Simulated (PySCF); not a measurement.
Input

```
{"job": {"kind": "nmr", "xc": "PBE0", "basis": "pcSseg-1"}, "charge": 0, "multiplicity": 1}
N      3.594161    -1.156934     1.307414
C      2.711822    -0.935929     0.610580
Si     1.310712    -0.497558    -0.538189
Si     0.447586     1.655342    -0.451602
C     -1.241849     1.058320     0.228789
C     -1.487670    -0.399157    -0.174261
C     -0.303508    -1.290150     0.191857
F     -0.200661    -1.344457     1.578477
H      1.637019    -1.202113    -1.787053
H      1.077243     2.627756     0.442764
H      0.275919     2.270949    -1.774360
H     -2.073060     1.675683    -0.112197
H     -1.235156     1.117218     1.319002
H     -2.388863    -0.773856     0.319878
H     -1.641240    -0.473528    -1.254382
H     -0.490055    -2.322643    -0.122889
```

Launched as:

```sh
OMP_NUM_THREADS=1 python probes_run.py task.json out
```

Geometry: GFN2-xTB.

Theory: PBE0/pcSseg-1, SCF density, gas phase, non-relativistic (PySCF).

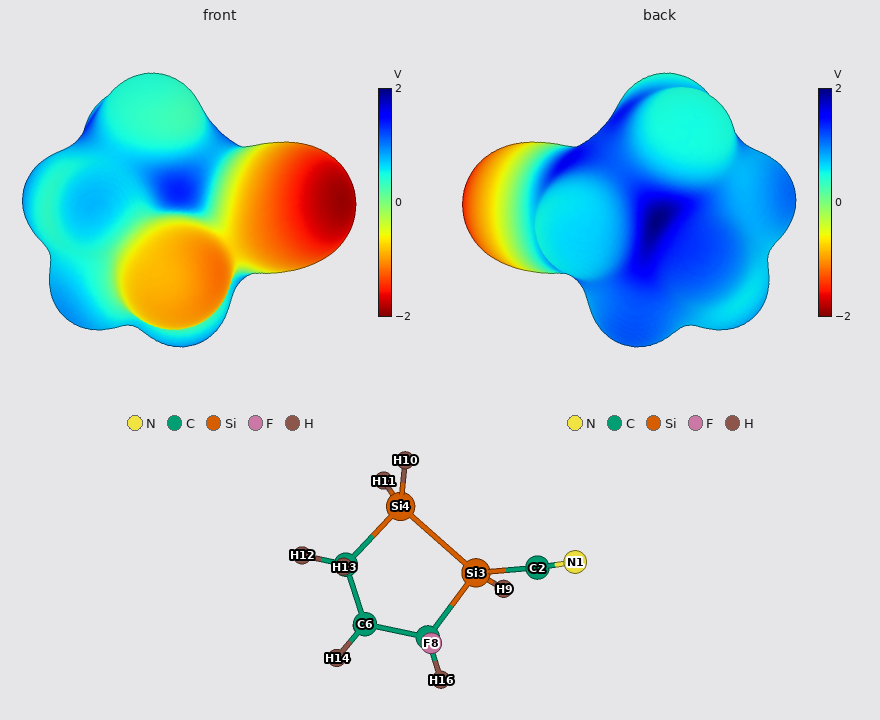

C₄H₈FNSi₂. The electrostatic potential painted on the density surface at 0.002 e/bohr³, seen from the front and from behind; the colour scale runs from red (negative) to blue (positive). The bare structure is drawn below in the same view.

> Describe the electrostatic potential map.

The most negative region (about −1.9 V) lies over N1, the most positive (about +1.9 V) over Si3 and Si4. N1 is the likeliest acceptor of a hydrogen bond.
